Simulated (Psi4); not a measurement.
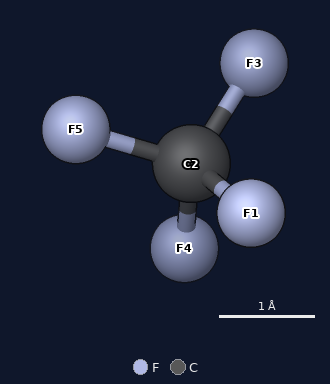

The structure as given in the input (ball-and-stick view, seen at a tilt; atoms are numbered from 1 in the order of the input).

## CF4: energy and gradient calculation

CF4, SMILES FC(F)(F)F, computed with wB97X/aug-cc-pVDZ, RKS (Psi4 1.11).

The geometry comes from this level: PBE0-D4/def2-TZVP.

Output:
```
Psi4 1.11 release

gradient() will perform analytic gradient computation.

   => Loading Basis Set <=

    Name: AUG-CC-PVDZ
    Role: ORBITAL
    Keyword: BASIS

         ---------------------------------------------------------
                                   SCF
                              RKS Reference
                        1 Threads,   1525 MiB Core
         ---------------------------------------------------------

  ==> Geometry <==

    Molecular point group: c1
    Full point group: C1

    Geometry (in Angstrom), charge = 0, multiplicity = 1:

       Center              X                  Y                   Z               Mass
    ------------   -----------------  -----------------  -----------------  -----------------
         F           -0.850100000000     0.025300000000     0.989500000000    18.998403162730
         C            0.010000000000    -0.014700000000    -0.008300000000    12.000000000000
         F            1.157500000000    -0.501300000000     0.420100000000    18.998403162730
         F           -0.464000000000    -0.786000000000    -0.966200000000    18.998403162730
         F            0.196600000000     1.203000000000    -0.476700000000    18.998403162730

  Running in c1 symmetry.

  Rotational constants: A =      0.19155  B =      0.19149  C =      0.19148 [cm^-1]
  Rotational constants: A =   5742.61526  B =   5740.65090  C =   5740.50460 [MHz]
  Nuclear repulsion =  206.220055212762873

  Charge       = 0
  Multiplicity = 1
  Electrons    = 42
  Nalpha       = 21
  Nbeta        = 21

  ==> Algorithm <==

  SCF Algorithm Type is PK.
  DIIS enabled.
  MOM disabled.
  Fractional occupation disabled.
  Guess Type is SAD.
  Energy threshold   = 1.00e-09
  Density threshold  = 1.00e-08
  Integral threshold = 1.00e-12

  ==> Primary Basis <==

  Basis Set: AUG-CC-PVDZ
    Blend: AUG-CC-PVDZ
    Number of shells: 45
    Number of basis functions: 115
    Number of Cartesian functions: 125
    Spherical Harmonics?: true
    Max angular momentum: 2

  ==> DFT Potential <==

   => LibXC <=

    Version 7.1.2

   => Composite Functional: WB97X <=

    wB97X Hyb-GGA Exchange-Correlation Functional

    Deriv               =              1
    GGA                 =           TRUE
    Meta                =          FALSE

    Exchange Hybrid     =           TRUE
    MP2 Hybrid          =          FALSE

   => Exchange-Correlation Functionals <=

    1.0000   wB97X range-separated functional

   => Exact (HF) Exchange <=

    0.8423            HF,LR [omega = 0.3000]
    0.1577               HF

   => LibXC Density Thresholds  <==

    XC_HYB_GGA_XC_WB97X:  1.00E-14

   => Molecular Quadrature <=

    Radial Scheme          =       TREUTLER
    Pruning Scheme         =           NONE
    Nuclear Scheme         =       TREUTLER

    Blocking Scheme        =         OCTREE
    BS radius alpha        =              1
    Pruning alpha          =              1
    Radial Points          =             99
    Spherical Points       =            590
    Total Points           =         284476
    Total Blocks           =           2117
    Max Points             =            256
    Max Functions          =            115
    Weights Tolerance      =       1.00E-15

  ==> Integral Setup <==

  Using in-core PK algorithm.
   Calculation information:
      Number of atoms:                   5
      Number of AO shells:              45
      Number of primitives:            125
      Number of atomic orbitals:       125
      Number of basis functions:       115

      Integral cutoff                 1.00e-12
      Number of threads:                 1

  Performing in-core PK
  Using 66743355 doubles for integral storage.
  We computed 534845 shell quartets total.
  Whereas there are 536130 unique shell quartets.

  Computing range-separated integrals for PK
  We computed 534845 wK shell quartets total.
  Whereas there are 536130 wK unique shell quartets.

  ==> DiskJK: Disk-Based J/K Matrices <==

    J tasked:                  Yes
    K tasked:                  Yes
    wK tasked:                 Yes
    Omega:               3.000E-01
    Memory [MiB]:             1029
    Schwarz Cutoff:          1E-12

  Cached 12.5% of DFT collocation blocks in 0.108 [GiB].

  Minimum eigenvalue in the overlap matrix is 1.5913502516E-03.
  Reciprocal condition number of the overlap matrix is 2.1778919429E-04.
    Using symmetric orthogonalization.

  ==> Pre-Iterations <==

  SCF Guess: Superposition of Atomic Densities via on-the-fly atomic UHF (no occupation information).

   -------------------------
    Irrep   Nso     Nmo
   -------------------------
     A        115     115
   -------------------------
    Total     115     115
   -------------------------

  ==> Iterations <==

                        Total Energy        Delta E     RMS |[F,P]|

   @RKS iter SAD:  -437.17489729084440   -4.37175e+02   0.00000e+00
   @RKS iter   1:  -437.32662529534178   -1.51728e-01   5.41928e-03 ADIIS/DIIS
   @RKS iter   2:  -437.32757100020967   -9.45705e-04   5.75773e-03 ADIIS/DIIS
   @RKS iter   3:  -437.45470581303982   -1.27135e-01   1.20743e-04 ADIIS/DIIS
   @RKS iter   4:  -437.45486870719355   -1.62894e-04   2.54412e-05 DIIS
   @RKS iter   5:  -437.45487422188364   -5.51469e-06   4.75572e-06 DIIS
   @RKS iter   6:  -437.45487452407639   -3.02193e-07   1.79234e-06 DIIS
   @RKS iter   7:  -437.45487454565171   -2.15753e-08   2.40430e-07 DIIS
   @RKS iter   8:  -437.45487454622963   -5.77927e-10   7.81810e-08 DIIS
   @RKS iter   9:  -437.45487454625101   -2.13731e-11   3.36707e-08 DIIS
   @RKS iter  10:  -437.45487454625652   -5.51381e-12   1.08562e-09 DIIS
  Energy and wave function converged.

  ==> Post-Iterations <==

   Electrons on quadrature grid:
      Ntotal   =   42.0000000107 ; deviation = 1.069e-08

    Orbital Energies [Eh]
    ---------------------

    Doubly Occupied:

       1A    -24.839466     2A    -24.839463     3A    -24.839449
       4A    -24.839433     5A    -10.622177     6A     -1.526366
       7A     -1.406014     8A     -1.405995     9A     -1.405971
      10A     -0.872177    11A     -0.774908    12A     -0.774900
      13A     -0.774894    14A     -0.635099    15A     -0.635094
      16A     -0.604299    17A     -0.604292    18A     -0.604286
      19A     -0.559637    20A     -0.559627    21A     -0.559623

    Virtual:

      22A      0.086125    23A      0.102790    24A      0.102790
      25A      0.102791    26A      0.229499    27A      0.229507
      28A      0.229515    29A      0.249811    30A      0.249812
      31A      0.286855    32A      0.301481    33A      0.301501
      34A      0.301524    35A      0.315513    36A      0.340090
      37A      0.340096    38A      0.340104    39A      0.349213
      40A      0.349214    41A      0.349216    42A      0.418618
      43A      0.472972    44A      0.472980    45A      0.472989
      46A      0.586916    47A      0.586938    48A      0.586939
      49A      0.668940    50A      0.668949    51A      0.852979
      52A      0.852981    53A      0.852987    54A      0.988807
      55A      1.086987    56A      1.086997    57A      1.292794
      58A      1.292804    59A      1.292817    60A      1.346795
      61A      1.346817    62A      1.346830    63A      1.371980
      64A      1.372000    65A      1.410636    66A      1.410642
      67A      1.410645    68A      1.445574    69A      1.445587
      70A      1.445595    71A      1.538099    72A      1.538109
      73A      1.538118    74A      1.626296    75A      1.702729
      76A      1.702734    77A      1.702746    78A      1.724473
      79A      1.724489    80A      1.872707    81A      1.872737
      82A      1.872765    83A      2.205705    84A      2.205763
      85A      2.205789    86A      2.250643    87A      2.454036
      88A      2.454076    89A      2.454092    90A      2.473941
      91A      2.473955    92A      3.204448    93A      3.204451
      94A      3.204463    95A      3.477710    96A      4.509095
      97A      4.509103    98A      4.512662    99A      4.528117
     100A      4.528122   101A      4.528133   102A      4.588065
     103A      4.588072   104A      4.588084   105A      4.607171
     106A      4.607178   107A      4.609940   108A      4.609953
     109A      4.609957   110A      4.798700   111A      4.798712
     112A      4.798714   113A      4.906416   114A      4.906422
     115A      4.906430

    Final Occupation by Irrep:
              A
    DOCC [    21 ]
    NA   [    21 ]
    NB   [    21 ]

  @RKS Final Energy:  -437.45487454625652

   => Energetics <=

    Nuclear Repulsion Energy =            206.2200552127628725
    One-Electron Energy =               -1016.9054617315323412
    Two-Electron Energy =                 407.5295695687941020
    DFT Exchange-Correlation Energy =     -34.2990375962811527
    Empirical Dispersion Energy =           0.0000000000000000
    VV10 Nonlocal Energy =                  0.0000000000000000
    Total Energy =                       -437.4548745462565194

Computation Completed

Properties will be evaluated at   0.000000,   0.000000,   0.000000 [a0]

Properties computed using the SCF density matrix

 Multipole Moments:

 ------------------------------------------------------------------------------------
     Multipole            Electronic (a.u.)      Nuclear  (a.u.)        Total (a.u.)
 ------------------------------------------------------------------------------------

 L = 1.  Multiply by 2.5417464519 to convert [e a0] to [Debye]
 Dipole X            :         -0.7936947            0.7936850           -0.0000097
 Dipole Y            :          1.1702805           -1.1701184            0.0001621
 Dipole Z            :          0.6605667           -0.6604593            0.0001075
 Magnitude           :                                                    0.0001947

 ------------------------------------------------------------------------------------

	total time  =         18 seconds =       0.30 minutes

         ------------------------------------------------------------
                                   SCF GRAD
         ------------------------------------------------------------

  ==> Geometry <==

    Molecular point group: c1
    Full point group: C1

    Geometry (in Angstrom), charge = 0, multiplicity = 1:

       Center              X                  Y                   Z               Mass
    ------------   -----------------  -----------------  -----------------  -----------------
         F           -0.850100000000     0.025300000000     0.989500000000    18.998403162730
         C            0.010000000000    -0.014700000000    -0.008300000000    12.000000000000
         F            1.157500000000    -0.501300000000     0.420100000000    18.998403162730
         F           -0.464000000000    -0.786000000000    -0.966200000000    18.998403162730
         F            0.196600000000     1.203000000000    -0.476700000000    18.998403162730

  Nuclear repulsion =  206.220055212762873

  ==> Basis Set <==

  Basis Set: AUG-CC-PVDZ
    Blend: AUG-CC-PVDZ
    Number of shells: 45
    Number of basis functions: 115
    Number of Cartesian functions: 125
    Spherical Harmonics?: true
    Max angular momentum: 2

  ==> DirectJKGrad: Integral-Direct SCF Gradients <==

    Gradient:                    1
    J tasked:                  Yes
    K tasked:                  Yes
    wK tasked:                 Yes
    Omega:               3.000E-01
    Integrals threads:           1
    Schwarz Cutoff:          1E-12

  ==> DFT Potential <==

   => LibXC <=

    Version 7.1.2

   => Composite Functional: WB97X <=

    wB97X Hyb-GGA Exchange-Correlation Functional

    Deriv               =              1
    GGA                 =           TRUE
    Meta                =          FALSE

    Exchange Hybrid     =           TRUE
    MP2 Hybrid          =          FALSE

   => Exchange-Correlation Functionals <=

    1.0000   wB97X range-separated functional

   => Exact (HF) Exchange <=

    0.8423            HF,LR [omega = 0.3000]
    0.1577               HF

   => LibXC Density Thresholds  <==

    XC_HYB_GGA_XC_WB97X:  1.00E-14

   => Molecular Quadrature <=

    Radial Scheme          =       TREUTLER
    Pruning Scheme         =           NONE
    Nuclear Scheme         =       TREUTLER

    Blocking Scheme        =         OCTREE
    BS radius alpha        =              1
    Pruning alpha          =              1
    Radial Points          =             99
    Spherical Points       =            590
    Total Points           =         284476
    Total Blocks           =           2117
    Max Points             =            256
    Max Functions          =            115
    Weights Tolerance      =       1.00E-15

  -Total Gradient:
     Atom            X                  Y                   Z
    ------   -----------------  -----------------  -----------------
       1        0.007854605218    -0.000373628346    -0.009104323700
       2       -0.000005398014     0.000044224693     0.000033145553
       3       -0.010474683387     0.004437946414    -0.003902616855
       4        0.004315082733     0.007026816812     0.008714723996
       5       -0.001691880288    -0.011110046417     0.004257643021

	total time  =         16 seconds =       0.27 minutes

    Psi4 run time: 0:00:34.06
```

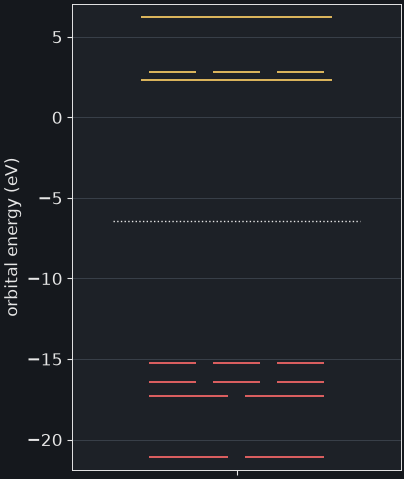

Orbital energies near the frontier; the dotted line parts filled from empty levels, and levels within 0.02 eV of each other stand side by side. Highest filled −15.23 eV, lowest empty 2.34 eV, 17.57 eV apart.

The run was set up as follows.

Input (input.inp):
```
memory 1600 mb

molecule {
  F     -0.850100     0.025300     0.989500
  C      0.010000    -0.014700    -0.008300
  F      1.157500    -0.501300     0.420100
  F     -0.464000    -0.786000    -0.966200
  F      0.196600     1.203000    -0.476700
  symmetry c1
  no_reorient
  no_com
}

set globals {
  puream true
  e_convergence 1e-09
  d_convergence 1e-08
  scf_type pk
  dft_radial_points 99
  dft_spherical_points 590
}

E, wfn = gradient("wb97x/aug-cc-pVDZ", return_wfn=True)
```

Run as:
```bash
psi4 -n 1 input.inp input.out
```

Results in brief:

- outcome: converged
- total energy: −437.454875 hartree
- basis functions: 115
- largest force: 0.619 eV/Å
- HOMO: −15.23 eV
- LUMO: 2.34 eV
- dipole moment: 0.00 D
- hardware: 1 thread of Intel Xeon (Granite Rapids), 160 GiB of memory available, shared host
- wall time: 35 s
- peak memory: 0.84 GiB
